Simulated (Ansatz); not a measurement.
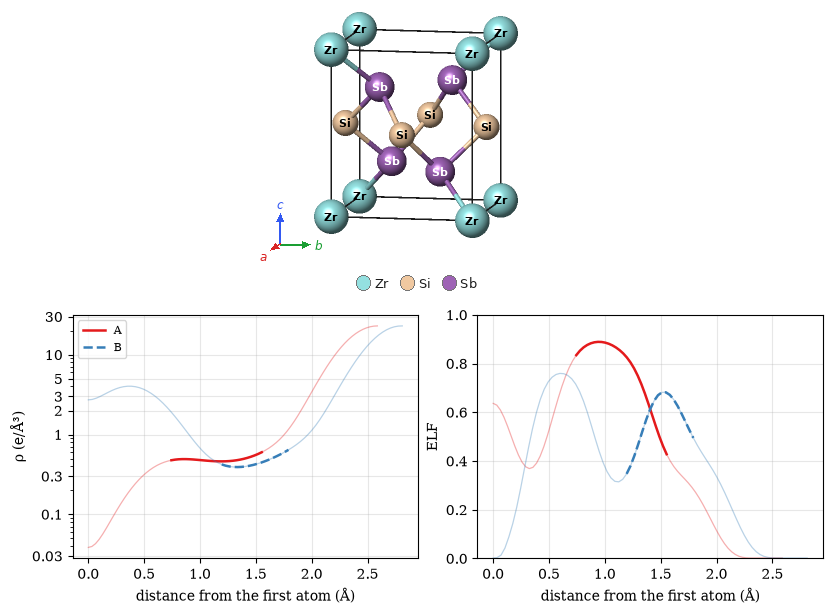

Figure 1: ZrSi2Sb4. Valence charge density (pseudo) and ELF along straight lines between neighbouring atoms. Thin, pale parts lie inside the atomic spheres. The structure is drawn too.

Space group P-42m; a structure from a database of computed crystals, not necessarily the ambient phase; started from the CdIn2Se4-111 prototype, which need not be the ambient phase.

Level of theory: DFT, PBEsol, plane waves, PAW (Ansatz 0.2.0).

In a PAW calculation such maps are meaningful between the atoms, not at the nuclei.

```yaml
crystal:
  lattice:
    - [5.61657, 0.00000, 0.00000]
    - [0.00000, 5.61657, 0.00000]
    - [0.00000, 0.00000, 6.59152]
  atoms:
    - { symbol: Zr, position: [0.00000, 0.00000, 0.00000] }
    - { symbol: Si, position: [0.50000, 0.00000, 0.50000] }
    - { symbol: Si, position: [0.00000, 0.50000, 0.50000] }
    - { symbol: Sb, position: [0.71452, 0.28548, 0.74806] }
    - { symbol: Sb, position: [0.28548, 0.28548, 0.25194] }
    - { symbol: Sb, position: [0.28548, 0.71452, 0.74806] }
    - { symbol: Sb, position: [0.71452, 0.71452, 0.25194] }
```

Q: Which curve belongs to which contact (Si–Sb and Zr–Sb)? The first atom named is at distance zero.

A: Curve A: Si–Sb (2.59 Å): ρ is about 0.47 e/Å³ halfway; the ELF peaks at about 0.90 in the valence shell of Si, 0.9 Å from its nucleus, and is about 0.75 at the midpoint. Curve B: Zr–Sb (2.81 Å): ρ at the midpoint is about 0.4 e/Å³; the ELF peaks at about 0.70 in the valence shell of Sb, 1.3 Å from its nucleus, and is about 0.60 at the midpoint.
